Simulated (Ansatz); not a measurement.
# CH4Si (SMILES C=[SiH2]): CCSDTQ/STO-3G

Aim: the vertical ionisation energy of CH4Si at CCSDTQ/STO-3G, from 2 runs. 

The calculation is run with Ansatz 0.2.0.

43 further runs of the same task are left out: 43 set aside as unsound or not needed.

## 1. The molecule

CH4Si has 6 atoms, charge 0, and is taken as a singlet. SMILES: `C=[SiH2]`. The shape is that of a GFN2-xTB optimisation.

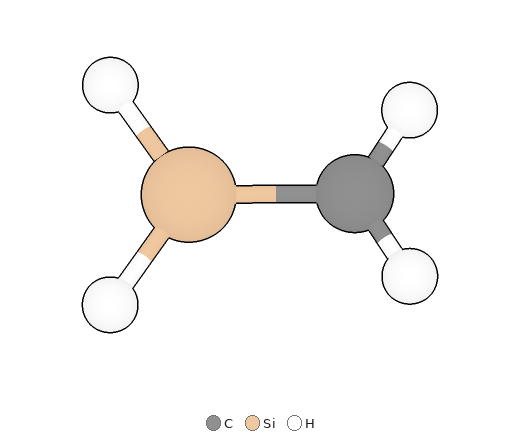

Viewed from a chosen angle; carbon grey, silicon light orange, hydrogen white.

## 2. The energy at CCSDTQ/STO-3G

Input file in.yaml:

```yaml
crystal:
  periodic: [false, false, false]
  atoms:
    - {symbol: C, position_ang: [-0.738690, -0.547160, -0.265100]}
    - {symbol: Si, position_ang: [0.611270, 0.451760, 0.218260]}
    - {symbol: H, position_ang: [-1.408510, -0.996610, 0.448130]}
    - {symbol: H, position_ang: [-0.962920, -0.758160, -1.296740]}
    - {symbol: H, position_ang: [0.952980, 0.765970, 1.600750]}
    - {symbol: H, position_ang: [1.545870, 1.084200, -0.705300]}
basis:
  gaussian: {orbitals: STO-3G}
correlation: {method: ccsdtq, frozen_orbitals: {C: 1, H: 0, Si: 5}}
accuracy: high
scf: {omitted_lower_state_checks: [cluster_reference, increment]}
```

Command:

```
ansatz run in.yaml --threads 1 --pin off --max-ram 2610MiB --events-out events.jsonl --progress --plain --runs-dir runs
```

Log, cut to the lines that bear on the results:

```text
Warning: RAYON_NUM_THREADS=1 ignored (pool sized by the plan → 1); use --threads N
Functional definition: HF
  name "HF"
[...]
310 factors; integrals over basis functions are off by at most 1.1e-8 eV
[...]
mean field -8849.52545805 eV, -325.2140621594 hartree, gradient 2.9e-8 eV, S^2 0.000000; 0 other end points of the search recorded, 0 dependent functions left out; unrestricted orbitals would lower it
6 core orbitals not correlated: weight in the atoms' cores, before any rotation towards them, 0.999 or more for the frozen orbitals, at most 0.000 for the correlated occupied ones
reference -8849.52545805 eV, -325.2140621594 hartree; 6, 6 occupied and 6, 6 virtual orbitals, 310 factors
second order -3.33090544 eV of doubles, -0.00000000 eV of singles
cycle   1  -3.91202229 eV  change   -5.8e-1 eV  update   9.4e-2
[...]
cycle  21  -4.48081242 eV  change   5.9e-10 eV  update  3.4e-10
Total energy: -8854.00627046 eV, -325.3787289785 hartree
Checks for a lower state left out: cluster_reference, increment
```

It took 2.7 s on 1 thread of Arm Neoverse V1, shared host; peak memory 0.092 GiB.

## 3. The doublet cation

Input file in.yaml:

```yaml
crystal:
  periodic: [false, false, false]
  atoms:
    - symbol: C
      position_ang: [-0.738690, -0.547160, -0.265100]
    - symbol: Si
      position_ang: [0.611270, 0.451760, 0.218260]
    - symbol: H
      position_ang: [-1.408510, -0.996610, 0.448130]
    - symbol: H
      position_ang: [-0.962920, -0.758160, -1.296740]
    - symbol: H
      position_ang: [0.952980, 0.765970, 1.600750]
    - symbol: H
      position_ang: [1.545870, 1.084200, -0.705300]
basis:
  gaussian:
    orbitals: STO-3G
total_charge: 1
magnetization:
  spin_polarized: true
  initial_magnetization: 1
correlation:
  method: ccsdtq
  frozen_orbitals: {C: 1, H: 0, Si: 5}
accuracy: high
scf:
  omitted_lower_state_checks: [cluster_reference, increment]
```

Command:

```
ansatz run in.yaml --threads 1 --pin off --max-ram 2610MiB --events-out events.jsonl --progress --plain --runs-dir runs
```

Log, cut to the lines that bear on the results:

```text
Warning: RAYON_NUM_THREADS=1 ignored (pool sized by the plan → 1); use --threads N
[... 2 set-up lines as earlier in the session ...]
[...]
310 factors; integrals over basis functions are off by at most 1.1e-8 eV
[...]
mean field -8845.32376715 eV, -325.0596528670 hartree, gradient 6.5e-8 eV, S^2 0.759683; 0 other end points of the search recorded, 0 dependent functions left out
6 core orbitals not correlated: weight in the atoms' cores, before any rotation towards them, 0.999 or more for the frozen orbitals, at most 0.000 for the correlated occupied ones
reference -8845.32376715 eV, -325.0596528670 hartree; 6, 5 occupied and 6, 7 virtual orbitals, 310 factors
second order -2.01682336 eV of doubles, -0.00000000 eV of singles
cycle   1  -2.54805835 eV  change   -5.3e-1 eV  update   6.6e-2
[...]
cycle  25  -2.92087626 eV  change  -4.8e-10 eV  update  9.5e-10
Total energy: -8848.24464341 eV, -325.1669930896 hartree
Checks for a lower state left out: cluster_reference, increment
```

Run time: 21 s. Hardware: 1 thread of Arm Neoverse V1, shared host; peak memory 0.18 GiB.

## 4. What came out

Level: CCSDTQ/STO-3G, 6 core orbitals frozen.

| quantity | value |
| --- | --- |
| singlet CH4Si: total energy | -325.37873 Eh |
| singlet CH4Si: correlation energy (6 core orbitals frozen) | -164.7 mEh |
| singlet CH4Si: T1 diagnostic | 0.015 |
| doublet cation: total energy | -325.16699 Eh |
| doublet cation: correlation energy (6 core orbitals frozen) | -107.3 mEh |
| doublet cation: ⟨S²⟩ of the reference determinant | 0.760 |
| doublet cation: T1 diagnostic | 0.018 |
| vertical ionisation energy (to the doublet cation) | 5.762 eV |

**Reading.** Removing an electron at fixed nuclei costs 5.76 eV (556 kJ/mol). In a minimal basis such a difference can be off by several eV, whatever the method. The restricted solution (singlet CH4Si) is unstable to spin breaking: an unrestricted one lies lower.
